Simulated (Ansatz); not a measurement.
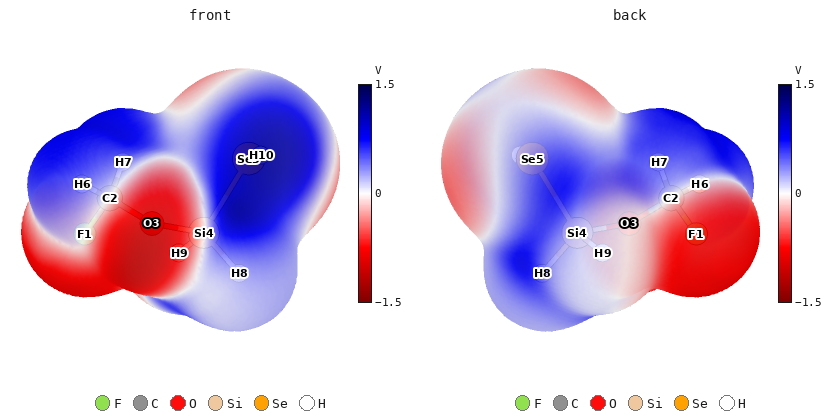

Figure 1: CH5FOSeSi (SMILES FCO[SiH2][SeH]). The electrostatic potential painted on the density surface at 0.001 e/bohr³, seen from the front and from behind; the colour scale runs from red (negative) to blue (positive).

Not at a stationary point (largest force 1.7 eV/Å).

Computed with SCF r2SCAN0, Gaussian basis in Ansatz 0.2.0.

```yaml
atoms:
  - { symbol: F, position_ang: [-1.9584, 0.2619, 1.1317] }
  - { symbol: C, position_ang: [-0.6884, 0.7177, 1.1423] }
  - { symbol: O, position_ang: [0.1481, -0.3726, 0.9464] }
  - { symbol: Si, position_ang: [0.1789, -0.8874, -0.6937] }
  - { symbol: Se, position_ang: [1.3638, 0.4794, -2.0149] }
  - { symbol: H, position_ang: [-0.4829, 1.1749, 2.1405] }
  - { symbol: H, position_ang: [-0.4880, 1.5318, 0.4002] }
  - { symbol: H, position_ang: [0.6837, -2.2450, -0.7924] }
  - { symbol: H, position_ang: [-1.2814, -0.8909, -1.1307] }
  - { symbol: H, position_ang: [2.6077, 0.1792, -1.1264] }
```

Question: Where is the surface potential most negative and most positive?

Answer: The most negative region (about −1.1 V) lies over O3, the most positive (about +1.1 V) over Si4 and H10. O3 is the likeliest acceptor of a hydrogen bond.
